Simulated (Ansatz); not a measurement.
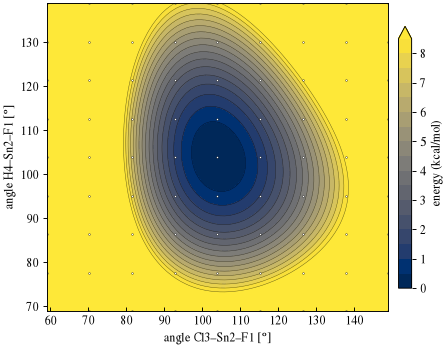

ClFHSn, SMILES [F][SnH][Cl], spin multiplicity 2. 
- The first coordinate is: angle Cl3–Sn2–F1; the second: angle H4–Sn2–F1.
- Nothing is relaxed (all other coordinates rigid).
- The scan uses a 9 × 9 grid.
- Energies are in kcal/mol, from the lowest grid point.
- Computed with UKS PBE-D4/def2-TZVP (Ansatz).

Drawn: filled contours, dots at the grid points, one colour for all values above the top of the scale. Between grid points the surface is interpolated.

Where is the minimum, and how stiff is the well along each coordinate?

Answer. The interpolated minimum is at angle Cl3–Sn2–F1 ≈ 104.0°, angle H4–Sn2–F1 ≈ 103.9°. The curvatures there are about 2.9 eV/rad² and 2.3 eV/rad², with a cross term of about 0.4 eV/rad². Round the minimum the valley is somewhat tilted: raising angle Cl3–Sn2–F1 shifts the best value of angle H4–Sn2–F1 downwards (coupling k₁₂/√(k₁₁k₂₂) about 0.2). (1 eV is 23.1 kcal/mol.)
